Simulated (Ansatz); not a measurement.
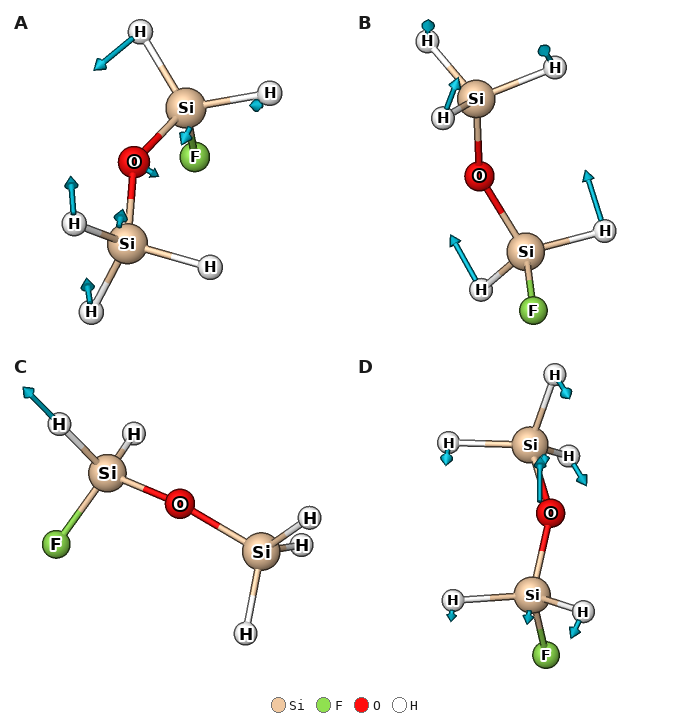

4 normal modes of one molecule or complex, as arrows. Harmonic vibrations computed with RKS PBE0-D4/def2-TZVP (Ansatz 0.2.0) at a stationary point of the same level.

Match the panels to the wavenumbers 602 cm⁻¹, 938 cm⁻¹, 1149 cm⁻¹, 2279 cm⁻¹.

Answer. A: 602 cm⁻¹
B: 938 cm⁻¹, angle bending
C: 2279 cm⁻¹, Si–H stretching
D: 1149 cm⁻¹, out-of-phase stretching of 2 O–Si bonds
